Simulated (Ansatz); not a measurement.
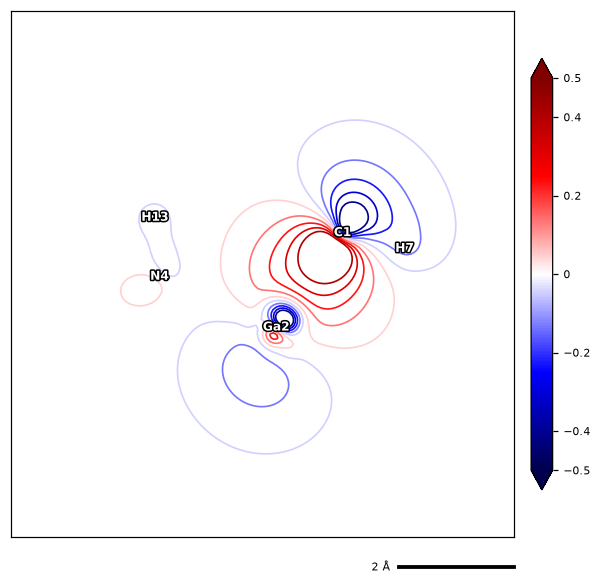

Figure 1: CH₉GaN₂. The HOMO−1 on the plane of atoms C1, Ga2 and N4 (values in Å⁻³ᐟ²; the overall sign is arbitrary).

Geometry: BLYP-D3(BJ)/def2-SVP.

Method: isolated molecule in a Gaussian basis; Kohn-Sham density functional theory, functional PBE0 (Ansatz).

Input file:

```
crystal:
  periodic: [false, false, false]
  atoms:
    - {symbol: C, position_ang: [-0.390147, 0.527292, -0.764580]}
    - {symbol: Ga, position_ang: [1.461538, -0.198273, -0.493626]}
    - {symbol: N, position_ang: [1.569901, -1.931668, 0.329284]}
    - {symbol: N, position_ang: [1.990427, 0.653707, 1.477731]}
    - {symbol: H, position_ang: [-0.398957, 1.636776, -0.780203]}
    - {symbol: H, position_ang: [-1.075881, 0.187403, 0.039963]}
    - {symbol: H, position_ang: [-0.811664, 0.179843, -1.730251]}
    - {symbol: H, position_ang: [2.731126, 0.228318, -1.353715]}
    - {symbol: H, position_ang: [0.692031, -2.468265, 0.328767]}
    - {symbol: H, position_ang: [2.288416, -2.557712, -0.057313]}
    - {symbol: H, position_ang: [2.047611, -0.284739, 1.915504]}
    - {symbol: H, position_ang: [2.899490, 1.125697, 1.575151]}
    - {symbol: H, position_ang: [1.280677, 1.211542, 1.972109]}
basis:
  gaussian:
    orbitals: def2-TZVPD
hamiltonian:
  xc: pbe0
output: {forces: true, orbitals: {seedname: orbitals}}
```

Command:

```sh
ansatz run input.yaml --threads 2 --pin off --max-ram 4350MiB --events-out events.jsonl --progress --plain --runs-dir runs
```

Question: What is the character of this orbital?

Answer: By Hirshfeld shares it lies mainly on C1 (about 35 %), Ga2 (about 30 %) and H8 (about 25 %). Its energy is −7.30 eV.
